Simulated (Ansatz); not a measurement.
Geometry relaxation, with input and output: GeNH6Br (part 1 of 2)

The run: geometry relaxation of GeNH6Br. Method and program: RKS PBE0-D4/def2-TZVP (Ansatz 0.2.0).

The geometry is a transition state displaced along its imaginary mode. The reaction was set up to form Ge1–N7 and Br2–H6 and to break Ge1–Br2 and H6–N7 (atoms counted from 1 in the order of the input); sticks are drawn by distance alone. Figures and captions count atoms from 1; the log counts them from 0 in places.

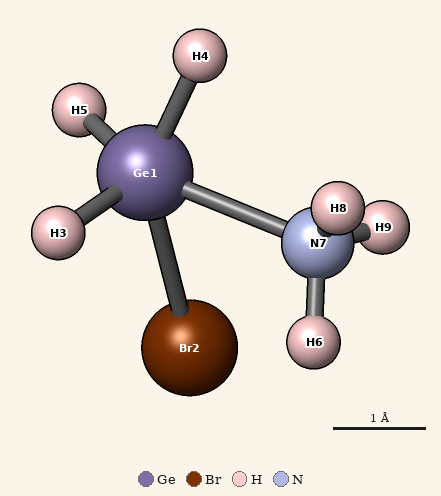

**Figure 1.** The input geometry (ball-and-stick view, seen at a tilt; atoms are numbered from 1 in the order of the input). Sticks mark near contacts.

## Input file
```yaml
crystal:
  periodic: [false, false, false]
  atoms:
    - {symbol: Ge, position_ang: [-0.363368, 0.134373, -0.959595]}
    - {symbol: Br, position_ang: [2.053393, 0.798841, -0.856451]}
    - {symbol: H, position_ang: [-0.255969, -1.324200, -1.443860]}
    - {symbol: H, position_ang: [-1.781705, 0.280469, -0.267841]}
    - {symbol: H, position_ang: [-0.529204, 1.180314, -2.107804]}
    - {symbol: H, position_ang: [1.056460, -0.774493, 1.250218]}
    - {symbol: N, position_ang: [0.112802, -0.229945, 1.165231]}
    - {symbol: H, position_ang: [-0.585442, -0.730692, 1.637466]}
    - {symbol: H, position_ang: [0.293033, 0.665433, 1.582737]}
basis:
  gaussian: {orbitals: def2-TZVP}
hamiltonian: {xc: pbe0, dispersion: d4}
relax: {f_tol: 0.005, max_steps: 200}
```

Hardware: 4 threads of Arm Neoverse V1, 23 GiB of memory available, shared host.

Launch command:
```bash
ansatz run in.yaml --threads 4 --pin off --events-out ev --progress --plain --max-ram 9574MiB
```

## What the program printed
```
Functional definition: PBE0
  name "PBE0"
  cite "Adamo & Barone, J. Chem. Phys. 110, 6158 (1999) doi:10.1063/1.478522"
  cite "Perdew, Burke & Ernzerhof, Phys. Rev. Lett. 77, 3865 (1996) doi:10.1103/PhysRevLett.77.3865"
  parent pbe
  parameter a = 0.25
  parameter kappa = 0.804
  parameter beta = 0.06672455060314922
  exchange = (1 - a)*pbe_x(kappa = kappa, mu = beta*pi^2/3) + a*exact_x
  correlation = pbe_c(beta = beta)
1233 factors; their error is unknown
mean field evaluation 1: about -128130.9802 eV, gradient 5.2e1 eV
mean field evaluation 2: about -128126.3476 eV, gradient 6.8e1 eV
mean field evaluation 4: about -128135.5011 eV, gradient 3.3e0 eV
mean field evaluation 8: about -128135.5191 eV, gradient 3.5e-2 eV
mean field evaluation 16: about -128136.2210 eV, gradient 5.0e-5 eV
mean field -128136.22101160 eV, -4708.9192683263 hartree, gradient 5.0e-5 eV, S^2 0.000000; 0 other end points of the search recorded, 0 dependent functions left out
the calculation of the forces begins
reference -128136.22104031 eV, -4708.9192693814 hartree; 40, 40 occupied and 123, 123 virtual orbitals, 1233 factors
relax step   1: F+E_penalty+E_count = -128136.37007817 eV  Δ(F+E_penalty+E_count) = +0.000e0 eV  max|allowed force component| = 3.838e0 eV/Å  Δτ_max = 0.0000 Å  (27 SCF iters, accepted)
these checks for a lower state are left out or cut short: starts, cluster_reference, orbital_swaps, neighbouring_geometries, increment
1233 factors; their error is unknown
mean field -128136.39428181 eV, -4708.9256358889 hartree, gradient 1.2e-5 eV, S^2 0.000000; 0 other end points of the search recorded, 0 dependent functions left out
the calculation of the forces begins
reference -128136.39431071 eV, -4708.9256369511 hartree; 40, 40 occupied and 123, 123 virtual orbitals, 1233 factors
relax step   2: F+E_penalty+E_count = -128136.54435089 eV  Δ(F+E_penalty+E_count) = -1.743e-1 eV  max|allowed force component| = 8.571e-1 eV/Å  Δτ_max = 0.1281 Å  (30 SCF iters, accepted)
these checks for a lower state are left out or cut short: starts, cluster_reference, orbital_swaps, neighbouring_geometries, increment
1233 factors; their error is unknown
mean field -128136.51070125 eV, -4708.9299142244 hartree, gradient 2.3e-5 eV, S^2 0.000000; 0 other end points of the search recorded, 0 dependent functions left out
the calculation of the forces begins
reference -128136.51073045 eV, -4708.9299152976 hartree; 40, 40 occupied and 123, 123 virtual orbitals, 1233 factors
relax step   3: F+E_penalty+E_count = -128136.65973184 eV  Δ(F+E_penalty+E_count) = -1.154e-1 eV  max|allowed force component| = 1.604e0 eV/Å  Δτ_max = 0.1949 Å  (30 SCF iters, accepted)
these checks for a lower state are left out or cut short: starts, cluster_reference, orbital_swaps, neighbouring_geometries, increment
1233 factors; their error is unknown
mean field evaluation 32: about -128135.8433 eV, gradient 6.9e0 eV
mean field -128136.68052963 eV, -4708.9361553023 hartree, gradient 7.7e-6 eV, S^2 0.000000; 0 other end points of the search recorded, 0 dependent functions left out
the calculation of the forces begins
reference -128136.68055952 eV, -4708.9361564009 hartree; 40, 40 occupied and 123, 123 virtual orbitals, 1233 factors
relax step   4: F+E_penalty+E_count = -128136.82720403 eV  Δ(F+E_penalty+E_count) = -1.675e-1 eV  max|allowed force component| = 1.927e0 eV/Å  Δτ_max = 0.1951 Å  (30 SCF iters, accepted)
these checks for a lower state are left out or cut short: starts, cluster_reference, orbital_swaps, neighbouring_geometries, increment
1233 factors; their error is unknown
mean field -128136.83134882 eV, -4708.9416978054 hartree, gradient 2.4e-5 eV, S^2 0.000000; 0 other end points of the search recorded, 0 dependent functions left out
the calculation of the forces begins
reference -128136.83137872 eV, -4708.9416989043 hartree; 40, 40 occupied and 123, 123 virtual orbitals, 1233 factors
relax step   5: F+E_penalty+E_count = -128136.97713883 eV  Δ(F+E_penalty+E_count) = -1.499e-1 eV  max|allowed force component| = 1.164e0 eV/Å  Δτ_max = 0.1923 Å  (30 SCF iters, accepted)
these checks for a lower state are left out or cut short: starts, cluster_reference, orbital_swaps, neighbouring_geometries, increment
1233 factors; their error is unknown
mean field -128136.96950637 eV, -4708.9467750017 hartree, gradient 1.2e-5 eV, S^2 0.000000; 0 other end points of the search recorded, 0 dependent functions left out
the calculation of the forces begins
reference -128136.96953684 eV, -4708.9467761214 hartree; 40, 40 occupied and 123, 123 virtual orbitals, 1233 factors
relax step   6: F+E_penalty+E_count = -128137.10873200 eV  Δ(F+E_penalty+E_count) = -1.316e-1 eV  max|allowed force component| = 4.086e-1 eV/Å  Δτ_max = 0.2000 Å  (29 SCF iters, accepted)
these checks for a lower state are left out or cut short: starts, cluster_reference, orbital_swaps, neighbouring_geometries, increment
1233 factors; their error is unknown
mean field -128136.99162505 eV, -4708.9475878483 hartree, gradient 2.7e-5 eV, S^2 0.000000; 0 other end points of the search recorded, 0 dependent functions left out
the calculation of the forces begins
reference -128136.99165603 eV, -4708.9475889868 hartree; 40, 40 occupied and 123, 123 virtual orbitals, 1233 factors
relax step   7: F+E_penalty+E_count = -128137.12682650 eV  Δ(F+E_penalty+E_count) = -1.809e-2 eV  max|allowed force component| = 3.452e-1 eV/Å  Δτ_max = 0.1896 Å  (29 SCF iters, accepted)
these checks for a lower state are left out or cut short: starts, cluster_reference, orbital_swaps, neighbouring_geometries, increment
1233 factors; their error is unknown
mean field evaluation 64: about -128136.9984 eV, gradient 2.6e-3 eV
mean field -128136.99838353 eV, -4708.9478362178 hartree, gradient 1.9e-5 eV, S^2 0.000000; 0 other end points of the search recorded, 0 dependent functions left out
the calculation of the forces begins
reference -128136.99841458 eV, -4708.9478373586 hartree; 40, 40 occupied and 123, 123 virtual orbitals, 1233 factors
relax step   8: F+E_penalty+E_count = -128137.13309225 eV  Δ(F+E_penalty+E_count) = -6.266e-3 eV  max|allowed force component| = 5.113e-2 eV/Å  Δτ_max = 0.0831 Å  (30 SCF iters, accepted)
these checks for a lower state are left out or cut short: starts, cluster_reference, orbital_swaps, neighbouring_geometries, increment
1233 factors; their error is unknown
mean field -128136.99914111 eV, -4708.9478640584 hartree, gradient 1.9e-5 eV, S^2 0.000000; 0 other end points of the search recorded, 0 dependent functions left out
the calculation of the forces begins
reference -128136.99917217 eV, -4708.9478651998 hartree; 40, 40 occupied and 123, 123 virtual orbitals, 1233 factors
relax step   9: F+E_penalty+E_count = -128137.13362413 eV  Δ(F+E_penalty+E_count) = -5.319e-4 eV  max|allowed force component| = 6.968e-3 eV/Å  Δτ_max = 0.0209 Å  (31 SCF iters, accepted)
these checks for a lower state are left out or cut short: starts, cluster_reference, orbital_swaps, neighbouring_geometries, increment
1233 factors; their error is unknown
mean field -128136.99907265 eV, -4708.9478615423 hartree, gradient 1.9e-5 eV, S^2 0.000000; 0 other end points of the search recorded, 0 dependent functions left out
the calculation of the forces begins
reference -128136.99910369 eV, -4708.9478626831 hartree; 40, 40 occupied and 123, 123 virtual orbitals, 1233 factors
relax step  10: F+E_penalty+E_count = -128137.13362487 eV  Δ(F+E_penalty+E_count) = -7.384e-7 eV  max|allowed force component| = 7.347e-3 eV/Å  Δτ_max = 0.0044 Å  (32 SCF iters, accepted)
these checks for a lower state are left out or cut short: starts, cluster_reference, orbital_swaps, neighbouring_geometries, increment
1233 factors; their error is unknown
mean field -128136.99935127 eV, -4708.9478717813 hartree, gradient 1.9e-5 eV, S^2 0.000000; 0 other end points of the search recorded, 0 dependent functions left out
the calculation of the forces begins
reference -128136.99938233 eV, -4708.9478729229 hartree; 40, 40 occupied and 123, 123 virtual orbitals, 1233 factors
relax step  11: F+E_penalty+E_count = -128137.13365565 eV  Δ(F+E_penalty+E_count) = -3.078e-5 eV  max|allowed force component| = 7.668e-3 eV/Å  Δτ_max = 0.0105 Å  (32 SCF iters, accepted)
these checks for a lower state are left out or cut short: starts, cluster_reference, orbital_swaps, neighbouring_geometries, increment
1233 factors; their error is unknown
mean field -128136.99933108 eV, -4708.9478710396 hartree, gradient 1.9e-5 eV, S^2 0.000000; 0 other end points of the search recorded, 0 dependent functions left out
the calculation of the forces begins
reference -128136.99936214 eV, -4708.9478721812 hartree; 40, 40 occupied and 123, 123 virtual orbitals, 1233 factors
relax step  12: F+E_penalty+E_count = -128137.13366830 eV  Δ(F+E_penalty+E_count) = -1.265e-5 eV  max|allowed force component| = 1.886e-3 eV/Å  Δτ_max = 0.0047 Å  (31 SCF iters, accepted)
1233 factors; their error is unknown
mean field evaluation 96: about -128136.2953 eV, gradient 1.6e-4 eV
```

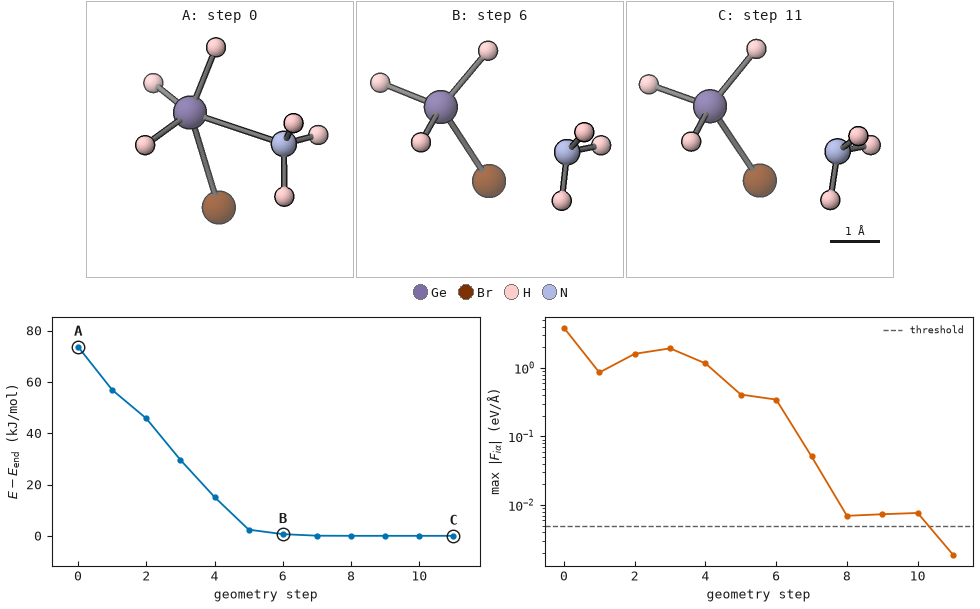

**Figure 2.** Frames of the relaxation (ball-and-stick view, seen at a tilt) above the curves, on which the letters mark them (the first geometry is step 0 here and step 1 in the log).

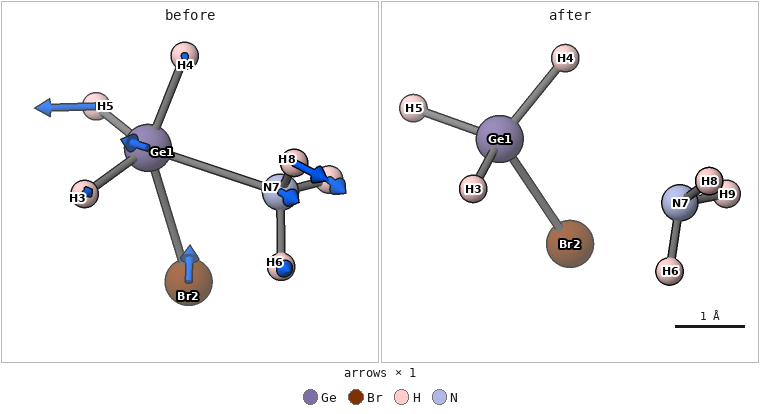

**Figure 3.** Before (left) and after (right) the relaxation, at one scale (ball-and-stick view, seen at a tilt). The blue arrows give the displacements, at true length. The largest move after the best rigid fit is that of H5, 0.92 Å. By element the largest moves are H 0.92 Å, Br 0.63 Å, Ge 0.55 Å, N 0.50 Å. Among the contacts that change: Ge1–N7 2.208 → 3.206 Å, Ge1–Br2 2.509 → 2.322 Å, H6–N7 1.093 → 1.013 Å, Ge1–H4 1.585 → 1.527 Å. Bonds break: Ge1–N7 (2.21 → 3.21 Å). Among the angles that change: Br2–Ge1–H4 145.1° → 108.3°, Br2–Ge1–H5 87.4° → 104.2°, H4–Ge1–H5 99.4° → 110.7°. The energy falls by 73.7 kJ/mol in 11 geometry steps. The largest force component goes from 3.8 to 0.0019 eV/Å. (Atoms are counted from 1 in the order of the input.)
